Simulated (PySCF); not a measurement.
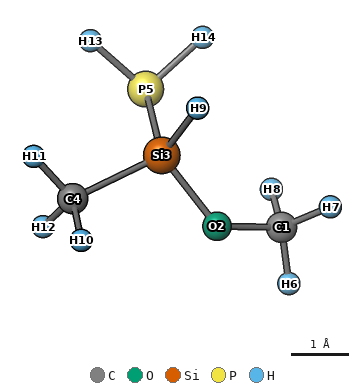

Starting structure of C$_{2}$H$_{9}$OPSi. The picture is a ball-and-stick view, seen at a tilt.

The start comes from GFN2-xTB. Its atoms were then displaced at random by about 0.01 Å.

The calculation used PBE0-D3(BJ)/def2-SVP geometry optimisation, gas phase in PySCF.

```xyz
14

C     1.7944   -1.4163    0.0637
O     0.3948   -1.1968    0.2019
Si   -0.3933    0.2202    0.3981
C    -2.1112   -0.1110   -0.1707
P     0.6169    1.7441   -0.9349
H     1.9251   -2.3323   -0.4619
H     2.2675   -1.4345    1.0385
H     2.2405   -0.5752   -0.5281
H    -0.3245    0.6239    1.8450
H    -2.5537   -0.9929    0.3330
H    -2.7934    0.7269    0.0776
H    -2.1844   -0.2761   -1.2330
H    -0.3397    2.7546   -0.7070
H     1.4539    2.2504    0.0551
```

**What does the optimiser find from here?**

The energy falls by 0.158 eV in 10 geometry steps. The atom that moves furthest after the best rigid fit is H6 (0.38 Å). By element the largest moves are H 0.38 Å, O 0.27 Å, P 0.18 Å, Si 0.12 Å, C 0.07 Å. Among the contacts that change: P5–H14 1.392 → 1.430 Å, C1–H6 1.064 → 1.101 Å, O2–Si3 1.633 → 1.667 Å, C1–O2 1.423 → 1.398 Å. Bond angles that change, for instance: H6–C1–H7 112.1° → 107.8°, C1–O2–Si3 128.3° → 124.0°, H10–C4–H11 104.7° → 108.3°. Groups turn about C1–O2 by about 30°.

The structure at the end:

```xyz
14

C     1.8051   -1.3991    0.0761
O     0.4238   -1.2354   -0.0625
Si   -0.3880    0.1790    0.2853
C    -2.1732   -0.0827   -0.1754
P     0.4853    1.8596   -0.9734
H     2.0623   -2.4505   -0.1240
H     2.1570   -1.1528    1.0960
H     2.3693   -0.7721   -0.6402
H    -0.2462    0.4807    1.7478
H    -2.5720   -0.9667    0.3460
H    -2.7824    0.7898    0.1070
H    -2.2765   -0.2454   -1.2588
H    -0.4037    2.8224   -0.3998
H     1.5321    2.1582   -0.0467
```

After the run, drawn alike:

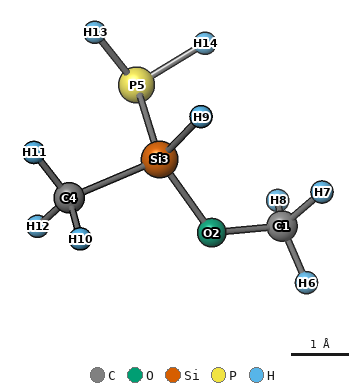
